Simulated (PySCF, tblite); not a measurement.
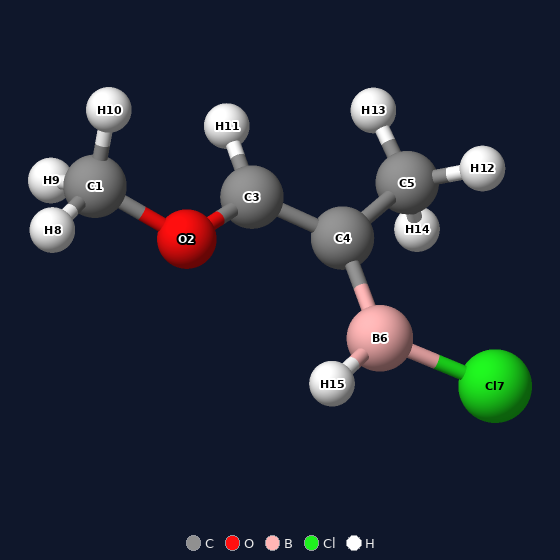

Structure of C₄H₈BClO, SMILES CO/C=C(/C)BCl.

GIAO shifts, PBE0/pcSseg-1, PySCF 2.14.0, at a GFN2-xTB geometry (a minimum by its frequencies), against TMS for ¹³C and BF₃.OEt₂ for ¹¹B computed at the same level. Gas phase, fully decoupled, line heights follow the number of nuclei, widths are arbitrary (no quadrupolar broadening); values of one conformer, averaged over methyl-type rotors and exact or near symmetry; other conformers aren't averaged in.

**Predict the ¹³C spectrum.**

4 signals.


```
δ (ppm)  nuclei  atoms
  174.5       1     C3
  124.1       1     C4
   60.4       1     C1
   19.6       1     C5
```

**Predict the ¹¹B spectrum.**

1 signal.


```tsv
δ (ppm)	nuclei	atoms
56.8	1	B6
```

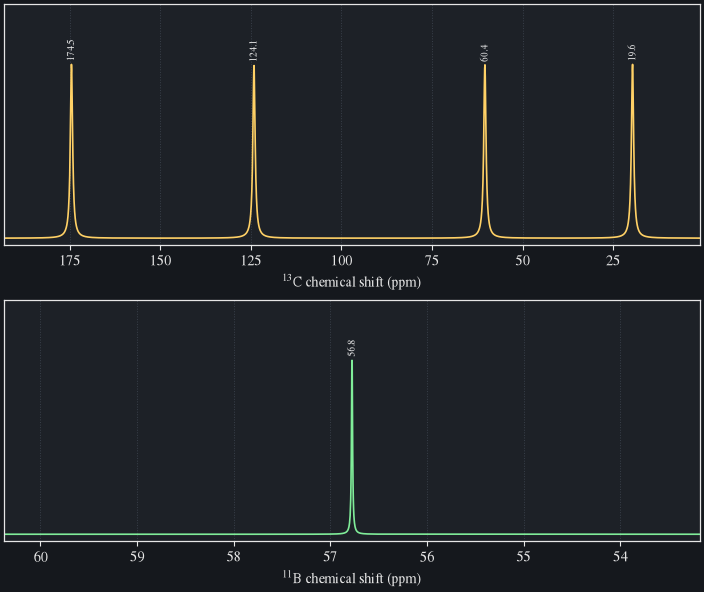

Caveats: the tight-binding geometry is rougher than a DFT one and adds to the error.
